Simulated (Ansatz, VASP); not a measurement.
## Cross-check of K2MgS2 between VASP and Ansatz

Wanted: the spread between two codes on one cell, functional and k mesh. The structure shown is the end of the Ansatz relaxation below.

Method: plane waves, with VASP 6.6.1 beside it; single point at PBE, in Ansatz 0.2.0.

The structure was built from a prototype and need not be the compound's stable phase.

### Step 1. Set-up

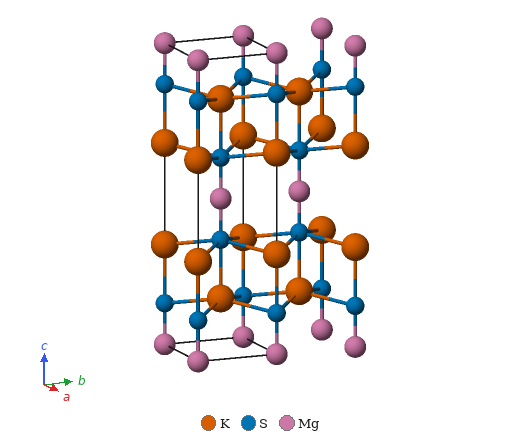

Start, viewed slightly off an axis; potassium orange, sulfur blue, magnesium pink. 1×2×1 cells are drawn. This picture shows the conventional cell, with its axes. Some periodic images of atoms are drawn too.

### Step 2. Ansatz: relaxation, PBE

Ansatz runs on its default PAW (the set named soft_2) files.

This run makes the geometry at which the two programs are then compared.

File input.yaml:

```yaml
crystal:
  lattice:
    - [-2.23166012, 2.23166012, 7.24826586]
    - [2.23166012, -2.23166012, 7.24826586]
    - [2.23166012, 2.23166012, -7.24826586]
  atoms:
    - { symbol: K, position: [0.3426, 0.3426, 0.0] }
    - { symbol: K, position: [0.6574, 0.6574, 0.0] }
    - { symbol: S, position: [0.1314, 0.1314, 0.0] }
    - { symbol: S, position: [0.8686, 0.8686, 0.0] }
    - { symbol: Mg, position: [0.0, 0.0, 0.0] }
kpoints:
  mp_grid: { grid: [7, 7, 7] }
scf:
  occupations: { method: fermi_dirac, width: 0.05 }
hamiltonian:
  xc: pbe
output:
  forces: true
  stress: true
relax:
  f_tol: 0.02
  max_steps: 50
  cell: {}
```

Run with:

```
$ ansatz run input.yaml --threads 4 --pin off --max-ram 8192MiB --backend cpu --events-out ev --progress --plain --runs-dir out
```

Numbers of over 12 decimals in the logs are rounded to 6 here.

Output:

```text
basis.fft_grid_basis auto: the FFT boxes are laid along the combinations [[1, 0, 1], [0, 1, 1], [0, 0, 1]] of the cell's own vectors, 4.463, 4.463 and 7.906 Å long. The dense box has 30×30×54 points. Along the cell's own vectors, as sized, it would have 54×54×54, 3.24 times as many. Of the 16 symmetry operations that the crystal satisfies within crystal.symmetry.tolerance (time reversal apart; of a slab, those that k [...]
Engine: ansatz 0.2.0, aarch64-unknown-linux-gnu
Pseudopotentials: kind: paw
Pseudopotential: K, paw, valence charge 9, recommended cutoff 420 eV (normal), K.paw.azcp
Pseudopotential: S, paw, valence charge 6, recommended cutoff 420 eV (normal), S.paw.azcp
Pseudopotential: Mg, paw, valence charge 10, recommended cutoff 420 eV (normal), Mg.paw.azcp
Functional definition: PBE
  parameter kappa = 0.804
  parameter beta = 0.066725
  exchange = pbe_x(kappa = kappa, mu = beta*pi^2/3)
  correlation = pbe_c(beta = beta)
Crystal: 5 atoms, lattice volume = 144.394 Å³
Basis set: ecut = 420 eV, 2825 PW (Γ), FFT grids on a1+a3, a2+a3, a3, exchange–correlation on 60×60×108 points (8 copies of the dense FFT grid, shifted against one another)
Bands: 25, of which v1, the nominal top of the filled ones, is band 20 counted from 1 (19 counted from 0)
Symmetry: 16 space group operations
Space group: I4/mmm (ITA 139), of the structure as read, at distance tolerance 5.2e-5 Å
k-points: 40 of 343
Non-local potential: K, projectors of the file, l = 0: 3, l = 1: 2, l = 2: 2
Non-local potential: S, projectors of the file, l = 0: 2, l = 1: 2, l = 2: 2
Non-local potential: Mg, projectors of the file, l = 0: 3, l = 1: 2, l = 2: 1
PAW form: soft (Blöchl's): semilocal exchange-correlation on the pseudo side does not see the compensation charge
PAW one-centre angular grid: K, 110 points (default); XC on 64 Gauss nodes
PAW one-centre angular grid: S, 110 points (default); XC on 64 Gauss nodes
PAW one-centre angular grid: Mg, 110 points (default); XC on 64 Gauss nodes
Initial density: superposition of atomic densities (neutral atoms: chi_scale 0, normalization atom), corrected by the library's trained network
Initial wavefunctions: pseudopotential atomic-orbital guess
Functional: x = pbe(κ = 0.804, μ = 0.219515), c = pbe(β = 0.066725)
SCF iter   1: F=—  HF=-6806.296810 eV  |F-HF|=—  |Δ(HF+E_count)|=         —  Δρ=1.48e-3  dr2=6.49e-3  ethr=1.77e-3  ⟨swp⟩=8.0  Hψ=5514  notcnv=0
preconditioner: auto → Resta (q_TF=auto, 2.203 Å⁻¹)  ε∞=2.7  [insulator: Δε(μ)=2.238 eV  Ē_g=12.416 eV  σ=0.050 eV  W_gap=1.00  n_scr=32 (ndim 8)  ℏωp=16.4 eV  f_vac=0.073  D(μ)=0.00/eV (n_scr^D=0)  ε∞_Penn≈2.7]
SCF iter   2: F=—  HF=-6806.294906 eV  |F-HF|=—  |Δ(HF+E_count)|=   1.90e-3  Δρ=7.48e-4  dr2=1.30e-3  ethr=1.62e-5  ⟨swp⟩=2.0  Hψ=1731  notcnv=0  defer=8
SCF iter   3: F=—  HF=-6806.295445 eV  |F-HF|=—  |Δ(HF+E_count)|=   5.39e-4  Δρ=2.64e-4  dr2=2.75e-4  ethr=3.24e-6  ⟨swp⟩=2.0  Hψ=1359  notcnv=0  defer=8
SCF iter   4: F=—  HF=-6806.295699 eV  |F-HF|=—  |Δ(HF+E_count)|=   2.54e-4  Δρ=9.00e-5  dr2=2.09e-5  ethr=6.88e-7  ⟨swp⟩=2.0  Hψ=1289  notcnv=0  defer=8
SCF iter   5: F=—  HF=-6806.295934 eV  |F-HF|=—  |Δ(HF+E_count)|=   2.35e-4  Δρ=2.17e-5  dr2=5.91e-7  ethr=5.21e-8  ⟨swp⟩=2.1  Hψ=1570  notcnv=0  defer=8
SCF iter   6: F=-6806.295934 eV  HF=-6806.295934 eV  |F-HF|=1.76e-7  |Δ(HF+E_count)|=   6.96e-7  Δρ=6.60e-6  dr2=9.32e-8  ethr=2.50e-10  ⟨swp⟩=5.0  Hψ=3939  notcnv=0
SCF 1 converged in 6 iterations: F = -6806.295934 eV  dr2 = 9.32e-8
  greatest PAW one-centre occupation: 1.001 electrons in one spin orbital (limit 2), on the Mg atom at site 4 (counted from 0), in its partial waves of l = 1
relax step   1: F+E_penalty+E_count = -6806.29593447 eV  Δ(F+E_penalty+E_count) = +0.000e0 eV  max|allowed force component| = 7.477e0 eV/Å  Δτ_max = 0.0000 Å  P = +13.046 GPa  Ω = 144.394 Å³  (6 SCF iters, dr2 threshold 1.00e-7 eV, accepted)
[...]
relax step   7: F+E_penalty+E_count = -6808.66523078 eV  Δ(F+E_penalty+E_count) = -3.051e-3 eV  max|allowed force component| = 3.967e-3 eV/Å  Δτ_max = 0.0000 Å  P = +0.021 GPa  Ω = 173.975 Å³  stress off target by 7.36e-2 GPa  SCF on the basis re-selected at this cell (its energy is not comparable with the rows above)  (6 SCF iters)
[...]
relax step   8: F+E_penalty+E_count = -6808.66526774 eV  Δ(F+E_penalty+E_count) = -3.697e-5 eV  max|allowed force component| = 2.087e-2 eV/Å  Δτ_max = 0.0058 Å  P = +0.002 GPa  Ω = 174.247 Å³  energy of the carried Pulay correction = -2.937e-6 eV  (5 SCF iters, dr2 threshold 1.36e-8 eV, accepted)
[...]
relax step   9: F+E_penalty+E_count = -6808.66532126 eV  Δ(F+E_penalty+E_count) = -5.352e-5 eV  max|allowed force component| = 4.508e-4 eV/Å  Δτ_max = 0.0026 Å  P = +0.002 GPa  Ω = 174.086 Å³  energy of the carried Pulay correction = -1.272e-6 eV  (4 SCF iters, dr2 threshold 2.72e-8 eV, accepted)
[...]
relax step  10: F+E_penalty+E_count = -6808.66532220 eV  Δ(F+E_penalty+E_count) = -9.331e-7 eV  max|allowed force component| = 4.471e-4 eV/Å  Δτ_max = 0.0000 Å  P = +0.001 GPa  Ω = 174.086 Å³  stress off target by 1.62e-3 GPa  SCF on the basis re-selected at this cell (its energy is not comparable with the rows above)  (5 SCF iters)
basis re-selected at this cell: Δ(F+E_penalty+E_count) = -9.331e-7 eV, ΔP = -0.000 GPa vs the last step (what re-selecting the basis moved, of the pressure what is left beyond the Pulay correction that the steps carried, after the strain that the cell walked since its last selection, with what the two solves' SCF thresholds leave and, on support functions, any second-order correction that the steps lacked; it is no m [...]
SCF converged after 5 iterations
Free energy (F): -6808.665322 eV
Harris-Foulkes:  -6808.665322 eV  (|F-HF|=9.82e-11)
Internal energy: -6808.665322 eV  (E = F + TS)
E sigma→0 (E₀):  -6808.665322 eV
Fermi energy:    2.611167 eV
--- Per-component energies (eV) ---
  E_band       = -645.209662
  E_kinetic    = 796.673870
  E_local      = -3534.019242  (includes V_loc(G=0)·N_el)
  E_nonlocal   = 177.625039
  E_hartree    = 1275.949492
  E_xc         = -493.886461
  E_vxc        = -542.306778  (∫ρ·V_xc dr)
  E_paw        = -3056.403990  (= ΣΔE_a)
  E_vpaw       = -95.081463  (= ΣTr[D̂ρ^β])
  E_aug_tail   = -0.000007  (compensation charges beyond the density's cutoff)
  E_ewald      = -1974.604024
  E_smearing   = -0.000000  (= −TS)
  E_closure    = -0.000000  (closes the sum)
  Σ components = -6808.665322   (vs F -6808.665322, Δ=0.00e0)
--- Forces (eV/Å), atoms counted from 1 ---
  atom   1  K      0.00000000     0.00000000    -0.00044707
  atom   2  K     -0.00000000     0.00000000     0.00044707
  atom   3  S      0.00000000     0.00000000     0.00022545
  atom   4  S      0.00000000     0.00000000    -0.00022545
  atom   5  Mg     0.00000000     0.00000000     0.00000000
  max |Σ_I F_I| component: 4.17e-18 eV/Å
--- Stress (GPa, compression-positive) ---
        0.001617       0.000000       0.000000
        0.000000       0.001617       0.000000
        0.000000       0.000000       0.001214
  P = ⅓ Tr σ = 0.0015 GPa (0.015 kbar)
--- Relaxed structure (8 steps of the walk, 8 accepted, 2 SCFs on fresh bases) ---
  F+E_penalty+E_count = -6808.66532220 eV   max|allowed force component| = 4.471e-4 eV/Å   (the final SCF, on the basis selected at the relaxed cell)
  cell:  # Å, volume = 174.0860 Å³
    - [-2.291758, 2.291758, 8.286405]
    - [2.291758, -2.291758, 8.286405]
    - [2.291758, 2.291758, -8.286405]
  atoms:
    - { symbol: K, position: [0.331350, 0.331350, 0] }
    - { symbol: K, position: [0.668650, 0.668650, 0] }
    - { symbol: S, position: [0.136301, 0.136301, 0] }
    - { symbol: S, position: [0.863699, 0.863699, 0] }
    - { symbol: Mg, position: [1.914635593652804e-19, 1.9146355936522553e-19, 0] }
```

### Step 3. VASP: single point, PBE

The same cell, functional, mesh and smearing now go to VASP, with its own data sets and cutoff.

Lines of VASP's logs that name or quote its potential files are left out, and so is its time.

File INCAR:

```
SYSTEM = K2MgS2
PREC = Accurate
ENCUT = 400
EDIFF = 1E-06
NELM = 100
ISMEAR = -1
SIGMA = 0.05
LREAL = .FALSE.
ALGO = Normal
GGA = PE
NBANDS = 22
LORBIT = 11
LWAVE = .FALSE.
LCHARG = .FALSE.
KPAR = 2
ISIF = 2
```

File POSCAR:

```
K2MgS2
1.0
   -2.2917583326      2.2917583326      8.2864050718
    2.2917583326     -2.2917583326      8.2864050718
    2.2917583326      2.2917583326     -8.2864050718
K S Mg
2 2 1
Direct
    0.3313500493      0.3313500493      0.0000000000
    0.6686499507      0.6686499507      0.0000000000
    0.1363014469      0.1363014469      0.0000000000
    0.8636985531      0.8636985531      0.0000000000
    0.0000000000      0.0000000000      0.0000000000
```

File KPOINTS:

```
Automatic mesh
0
Gamma
7 7 7
0 0 0
```

Potentials, in the order of the species: K_sv, S and Mg (PBE family, release 64).

Run with:

```
$ mpirun -np 2 vasp_std
```

Output:

```text
[banner, memory and clock lines left out]
running    2 mpi-ranks, on    1 nodes
 distrk:  each k-point on    1 cores,    2 groups
 distr:  one band on    1 cores,    1 groups

 POSCAR found type information on POSCAR K S Mg
 POSCAR found :  3 types and       5 ions
 LDA part: xc-table for (Slater+PW92), standard interpolation
 POSCAR, INCAR and KPOINTS ok, starting setup
 FFT: planning ... GRIDC
 FFT: planning ... GRID_SOFT
 FFT: planning ... GRID
 WAVECAR not read
 entering main loop
       N       E                     dE             d eps       ncg     rms          rms(c)
DAV:   1     0.183894631502E+03    0.18389E+03   -0.11942E+04  1760   0.985E+02
DAV:   2    -0.138916292849E+01   -0.18528E+03   -0.17484E+03  2160   0.267E+02
DAV:   3    -0.191643388622E+02   -0.17775E+02   -0.17693E+02  2868   0.721E+01
DAV:   4    -0.196927134048E+02   -0.52837E+00   -0.52757E+00  2420   0.128E+01
DAV:   5    -0.197190509565E+02   -0.26338E-01   -0.26336E-01  2634   0.202E+00    0.686E+00
DAV:   6    -0.171907048785E+02    0.25283E+01   -0.42592E+00  1982   0.982E+00    0.510E+00
DAV:   7    -0.169891303109E+02    0.20157E+00   -0.12271E+00  2150   0.450E+00    0.427E+00
DAV:   8    -0.169769715389E+02    0.12159E-01   -0.11528E-01  2428   0.148E+00    0.211E+00
DAV:   9    -0.169720356707E+02    0.49359E-02   -0.34308E-02  2126   0.103E+00    0.445E-01
DAV:  10    -0.169743985750E+02   -0.23629E-02   -0.17045E-03  2658   0.203E-01    0.270E-01
DAV:  11    -0.169785435452E+02   -0.41450E-02   -0.51423E-03  1910   0.343E-01    0.135E-01
DAV:  12    -0.169785722488E+02   -0.28704E-04   -0.32568E-04  2444   0.747E-02    0.539E-02
DAV:  13    -0.169787329438E+02   -0.16069E-03   -0.31879E-04  1958   0.673E-02    0.448E-02
DAV:  14    -0.169787563672E+02   -0.23423E-04   -0.29306E-05  2162   0.227E-02    0.320E-02
DAV:  15    -0.169787642351E+02   -0.78679E-05   -0.19220E-05  2000   0.180E-02    0.217E-02
DAV:  16    -0.169787616161E+02    0.26190E-05   -0.11790E-05  1908   0.130E-02    0.251E-03
DAV:  17    -0.169787616195E+02   -0.34202E-08   -0.44700E-07  1522   0.380E-03
   1 F= -.16978762E+02 E0= -.16978762E+02  d E =-.870645E-08
```

OUTCAR, selected parts (step 3):

```text
ion  position               nearest neighbor table
   1  0.331  0.331  0.000-   3 3.23   4 3.29   4 3.29   4 3.29   4 3.29
   2  0.669  0.669  0.000-   4 3.23   3 3.29   3 3.29   3 3.29   3 3.29
   3  0.136  0.136  0.000-   5 2.26   1 3.23   2 3.29   2 3.29   2 3.29   2 3.29
   4  0.864  0.864  0.000-   5 2.26   2 3.23   1 3.29   1 3.29   1 3.29   1 3.29
   5  0.000  0.000  0.000-   3 2.26   4 2.26

  LATTYP: Found a body centered tetragonal cell.
 ALAT       =     4.5835166652
 C/A-ratio  =     3.6157412210

 Subroutine GETGRP returns: Found 16 space group operations
 (whereof 16 operations were pure point group operations)

The static configuration has the point symmetry D_4h.

 Found     40 irreducible k-points:

   k-points           NKPTS =     40   k-points in BZ     NKDIM =     40   number of bands    NBANDS=     22

   dimension x,y,z NGX =    60 NGY =   60 NGZ =   60
   dimension x,y,z NGXF=   120 NGYF=  120 NGZF=  120

   ENCUT  =  400.0 eV  29.40 Ry    5.42 a.u.  14.51 14.51 14.51*2*pi/ulx,y,z

   NELECT =      32.0000    total number of electrons

 k-points in reciprocal lattice and weights: Automatic mesh
   0.00000000  0.00000000  0.00000000       0.003
   0.14285714  0.00000000 -0.00000000       0.023
   0.28571429 -0.00000000  0.00000000       0.023
   0.42857143  0.00000000 -0.00000000       0.023
   0.14285714  0.14285714 -0.00000000       0.023
   0.28571429  0.14285714  0.00000000       0.047
   0.42857143  0.14285714  0.00000000       0.047
  -0.42857143  0.14285714  0.00000000       0.047
  -0.28571429  0.14285714  0.00000000       0.047
[...]
-0.42857143  0.42857143  0.42857143       0.012
  -0.42857143 -0.42857143  0.42857143       0.006

 average (electrostatic) potential at core
       1 -36.6853       2 -36.6853       3 -89.7062       4 -89.7062       5 -41.1798

 E-fermi :   0.3471

 k-point     1 :       0.0000    0.0000    0.0000
  band No.  band energies     occupation
    ...
     12      -1.5832      2.00000
     13      -0.6632      2.00000
     14      -0.6632      2.00000
     15      -0.5564      2.00000
     16      -0.5564      2.00000
     17       1.0570      0.00000
     18       4.5940      0.00000
     19       4.8857      0.00000
     20       4.9313      0.00000
     21       5.0154      0.00000
    ...

 k-point     2 :       0.1429    0.0000   -0.0000
  band No.  band energies     occupation
    ...
     12      -1.5925      2.00000
     13      -0.9658      2.00000
     14      -0.7626      2.00000
     15      -0.6899      2.00000
     16      -0.5825      2.00000
     17       1.3615      0.00000
     18       4.3513      0.00000
     19       4.7748      0.00000
     20       5.1086      0.00000
     21       5.3612      0.00000
    ...

 k-point     3 :       0.2857   -0.0000    0.0000
  band No.  band energies     occupation
    ...
     12      -1.6648      2.00000
     13      -1.3985      2.00000
     14      -1.1626      2.00000
     15      -0.7485      2.00000
     16      -0.6412      2.00000
     17       1.8897      0.00000
     18       3.4736      0.00000
     19       5.1333      0.00000
     20       5.3786      0.00000
     21       5.7659      0.00000
    ...

  Total        0.0280292      0.0280292     -0.0178417      0.0000000     -0.0000000      0.0000000
  in kB        0.2579628      0.2579628     -0.1642039      0.0000000     -0.0000000      0.0000000
  external PRESSURE =       0.1172406 kB  Pullay stress =       0.0000000 kB

  energy-cutoff  :      400.00
  volume of cell :      174.09
      direct lattice vectors                 reciprocal lattice vectors
    -2.291758333  2.291758333  8.286405072     0.000000000  0.218173091  0.060339797
     2.291758333 -2.291758333  8.286405072     0.218173091  0.000000000  0.060339797
     2.291758333  2.291758333 -8.286405072     0.218173091  0.218173091  0.000000000

 POSITION                                       TOTAL-FORCE (eV/Angst)
 -----------------------------------------------------------------------------------
      0.00000      0.00000      5.49140         0.000000      0.000000      0.002786
      0.00000      0.00000     11.08141        -0.000000     -0.000000     -0.002786
      0.00000      0.00000      2.25890        -0.000000     -0.000000     -0.010419
      0.00000      0.00000     14.31391         0.000000      0.000000      0.010419
      0.00000      0.00000      0.00000         0.000000      0.000000     -0.000000
 -----------------------------------------------------------------------------------
    total drift:                               -0.000000     -0.000000      0.000000

  FREE ENERGIE OF THE ION-ELECTRON SYSTEM (eV)
  ---------------------------------------------------
  free  energy   TOTEN  =       -16.9787616195 eV

  energy  without entropy=      -16.9787616108  energy(sigma->0) =      -16.97876162

 total charge
# of ion       s       p       d       tot
------------------------------------------
    1        1.959   5.576   0.025   7.560
    2        1.959   5.576   0.025   7.560
    3        1.323   2.413   0.000   3.736
    4        1.323   2.413   0.000   3.736
    5        0.206   0.151   0.030   0.387
--------------------------------------------------
tot          6.772  16.127   0.081  22.980

[... 3 further parts left out ...]
```

The run ends at a pressure of 0.01 GPa, with forces up to 0.010 eV/Å.

### Step 4. Differences

Known differences besides the PAW data sets themselves: the data sets hold 40 valence electrons in Ansatz (default PAW (the set named soft_2) files) and 32 in VASP; the cutoff is 420 eV in Ansatz and 400 eV in VASP; VASP leaves aspherical gradient terms in its spheres out (LASPH is not set), Ansatz keeps them; Ansatz's pressure holds a Pulay correction, VASP's none. Total energies have different zeros and are not compared.

The two programs side by side:

```
              quantity  Ansatz   VASP  difference
        pressure (GPa)    0.00   0.01       -0.01
gap on the k mesh (eV)   1.578  1.582      -0.004
```

At this near-relaxed geometry the largest component of a force difference is 11 meV/Å.

### Step 5. Further runs

How far does this hang on the set-up? Further runs change one program's set-up at a time, as the table lists.

```
                                                                      run  difference in gap on the k mesh (eV)
                                                                 as above                               -0.0038
VASP with the data sets K_sv_GW, S_GW and Mg_sv_GW and a cutoff of 690 eV                               -0.0021
          VASP with the data sets K_sv, S_h and Mg and a cutoff of 650 eV                               -0.0020
```

### Step 6. Results

```
difference in gap on the k mesh (single point, PBE) : -0.0038 eV
```

What this shows: The difference in gap on the k mesh is -0.0038 eV (single point, PBE), within the 0.08 eV picked in this series as the mark of a large difference. For single point, PBE: VASP with the data sets K_sv, S_h and Mg and a cutoff of 650 eV cuts the difference in gap on the k mesh from -0.0038 to -0.0020 eV; whether that points to the cause isn't shown. Differences of this kind measure data sets and numerical settings, not the functional's error against experiment.

[Lines on the potential files, build, host, timing and source positions are cut from VASP's logs without a mark.]

[Logs are printed without paths, hosts, clocks, repeated set-up lines and the standing remarks that a program may print on its own settings, such as how far it seeks lower states.]

[Hosts, paths, dates, database ids (printed as entryN), source tags and the programs' standing remarks are cut or masked in the printed files.]
